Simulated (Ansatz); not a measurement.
The calculation's input:

```
crystal:
  periodic: [false, false, false]
  atoms:
    - { symbol: Li, position_ang: [-2.22519, 0.46839, -1.4141] }
    - { symbol: B, position_ang: [-0.64395, -0.16091, -0.16499] }
    - { symbol: C, position_ang: [0.62785, 0.7429, -0.36208] }
    - { symbol: O, position_ang: [-0.30957, -1.13447, 0.81262] }
    - { symbol: H, position_ang: [0.88945, 0.89564, -1.40986] }
    - { symbol: H, position_ang: [0.44289, 1.74507, 0.03262] }
    - { symbol: H, position_ang: [1.5257, 0.36636, 0.14323] }
    - { symbol: H, position_ang: [-0.9027, -1.80868, 1.16599] }
    - { symbol: H, position_ang: [0.59553, -1.11428, 1.19657] }
total_charge: 1
basis:
  gaussian: { orbitals: def2-SVP }
hamiltonian:
  xc: pbe
relax:
  f_tol: 0.015
  max_steps: 40
output:
  orbitals: {}
```

Launched as:

```sh
ansatz run input.yaml --threads 1 --pin off --max-ram 2048MiB --backend cpu --events-out ev --progress --plain --runs-dir out
```

The fields are those of the relaxed geometry.

Level of theory: Ansatz, RKS PBE/def2-SVP.

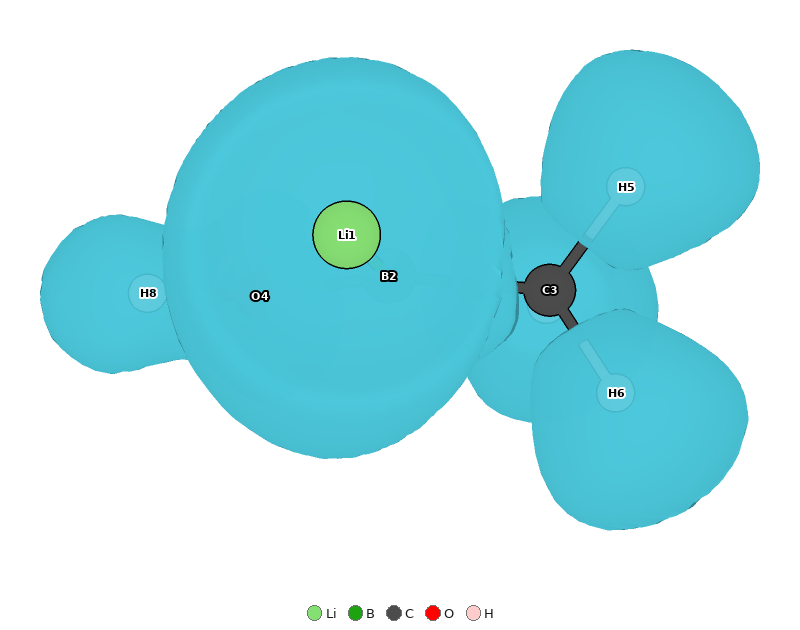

CH5BLiO (SMILES [Li][B](C)[OH2+]) (charge +1). Isosurface of the ELF at 0.8 (cyan), seen from one side. Core shells and regions of very low density are left out.

**Where are the electrons localised?**

At this value the surface marks out one region between bonded B–C atoms (shared pairs), three regions around hydrogen nuclei, one region wrapped around Li (its valence shell) and one joined region spread over several atoms (H, O), in which their bonds and any lone pairs are merged. Profiles from the grid: B–O (1.51 Å): the ELF peaks at about 0.90 between the atoms (a polar covalent bond). C–B (1.56 Å): the ELF peaks at about 0.95 between the atoms; a covalent bond.
